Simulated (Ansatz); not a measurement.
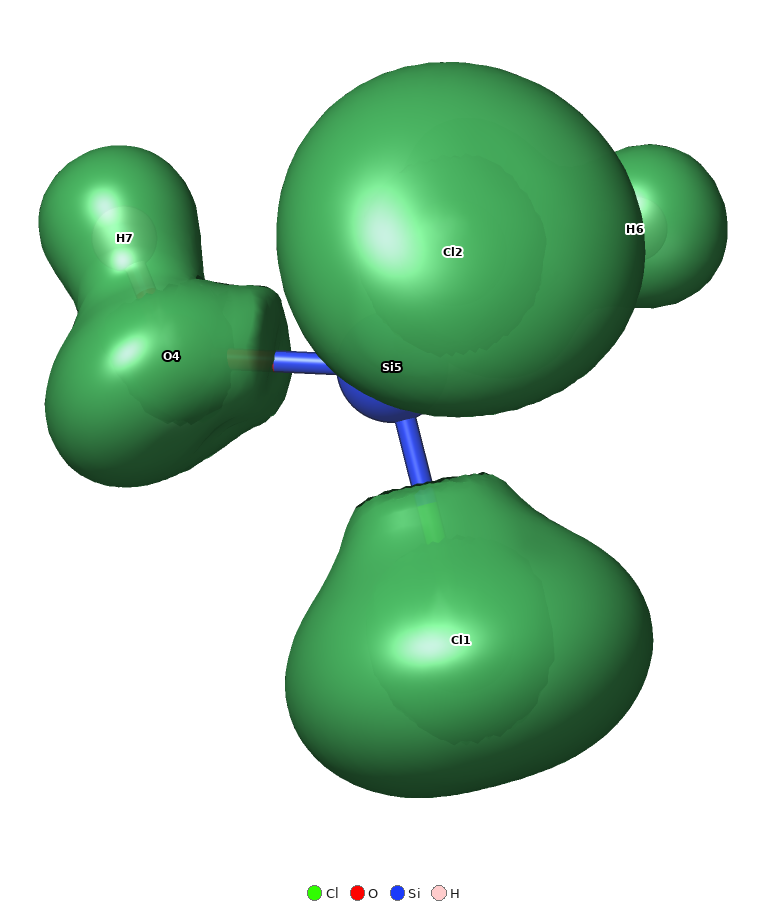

The picture shows: Cl$_{2}$H$_{2}$O$_{2}$Si. Isosurface of the electron localisation function at 0.75 (green), seen at a tilt. Core shells and regions of very low density are left out.

Geometry: PBE0-D4/def2-SVP.

Level of theory: isolated molecule in a Gaussian basis; Kohn-Sham density functional theory, functional PBE0 (Ansatz).

```json
{"atom": "Cl", "x (Å)": "-1.1565", "y (Å)": "-0.9524", "z (Å)": "-1.7295"}
{"atom": "Cl", "x (Å)": "0.7801", "y (Å)": "1.6518", "z (Å)": "-1.1021"}
{"atom": "O", "x (Å)": "-0.8707", "y (Å)": "0.3218", "z (Å)": "1.0449"}
{"atom": "O", "x (Å)": "1.1500", "y (Å)": "-1.1377", "z (Å)": "0.1155"}
{"atom": "Si", "x (Å)": "-0.0101", "y (Å)": "-0.0656", "z (Å)": "-0.2956"}
{"atom": "H", "x (Å)": "-1.4732", "y (Å)": "1.0703", "z (Å)": "0.9982"}
{"atom": "H", "x (Å)": "1.6417", "y (Å)": "-0.9562", "z (Å)": "0.9229"}
```

**Describe the localisation domains.**

The ELF exceeds this value in two regions on Cl in which the atom's valence shell and bonds are merged and two joined regions spread over several atoms (H, O), in which their bonds and any lone pairs are merged.

Values along the shortest contacts:
Si–O (1.63 Å): the ELF peaks at about 0.85 between the atoms, as expected for a shared but strongly polarised pair. Si–Cl (2.04 Å): the ELF peaks at about 0.90 between the atoms: a shared but strongly polarised pair.
